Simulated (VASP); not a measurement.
Band structure of CdS (zinc blende). These are revPBE GGA, VASP's PBE PAW potentials (set 64) (plane waves; VASP 6.6.1) values and carry that method's errors.

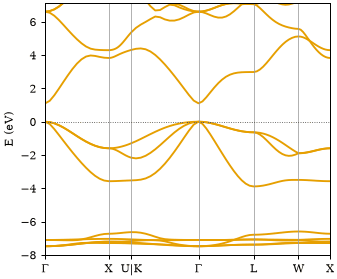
Fig. 1. Bands along high-symmetry lines, zero at the valence-band maximum or, without a gap, the Fermi level

Problem. Read the plot: is there a gap, and where are the band edges?

Solution. The gap is direct, 1.10 eV, from the valence maximum at Γ to the conduction minimum at Γ. (Edges off the drawn lines would not show.)

Measured: gap 2.48 eV at 4 K (computed value off by -1.38 eV), as given by arXiv:1206.3780.

The compound is CdS in the zinc blende structure, a metastable form; wurtzite is the usual one. It was relaxed first, which changed the volume by +9 %.
